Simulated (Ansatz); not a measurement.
# A computed series for SnTe: response to strain

Take SnTe in the rock salt structure (space group Fm-3m, No. 225; a = 6.3697 Å) as the base. Axes: x, y, z lie along the cube axes.

Strains are applied to the cell and any free atomic positions relax.

Calculations: Kohn–Sham DFT with the r2SCAN functional, run in Ansatz (a program for electronic structure) with PAW and 500 eV plane waves, no SOC.

Notes on the quantities. energy relative to the base: free energy F.

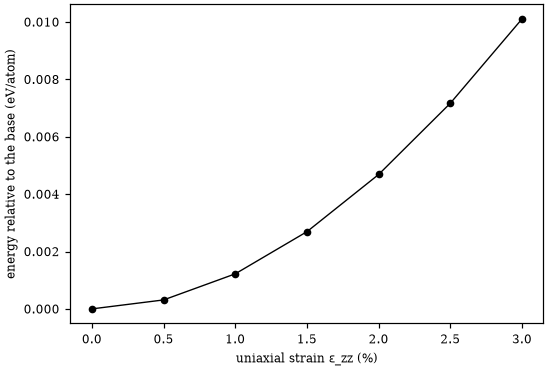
Fig. 1. Energy relative to the base against uniaxial strain ε_zz

Task: From the plot, what is the energy relative to the base for uniaxial strain ε_zz = +1.50 %?

Result: About 0.0027 eV/atom.

Task: Is the trend monotonic over the range shown?

Result: Yes, it rises throughout, spanning 0 meV/atom to +10 meV/atom.

Whether these cells are dynamically stable was not tested.
